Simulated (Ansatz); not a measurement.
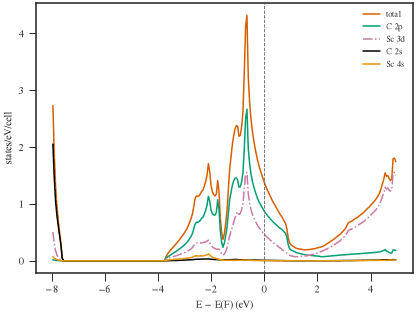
Fig. 1. Total and projected density of states of ScC (rock salt, Fm-3m), plane-wave PAW PBEsol (Ansatz code)

Q: Which orbitals carry the states next to the Fermi level?

A: Within 0.5 eV of the Fermi level: C 2p 63 %, Sc 3d 34 %. Projections are on Löwdin-orthogonalised atomic valence shells; empty p or d shells of many metals are not among them.

Q: Where is the tallest occupied peak in this window, and what makes it?

A: Near -0.6 eV, about 4.3 states/eV per cell; the largest projected share is C 2p.

The first step of the workflow began from a Materials Project structure, measured or hypothetical; the Crystallography Open Database copy checked does not list it. Whether it is the stable phase at ambient conditions was not checked. Symmetry was held in the PBEsol relaxation; of distortions, only those at the zone centre were tested. No spin polarisation was allowed.

Potentials: the later of the program's two PAW sets.
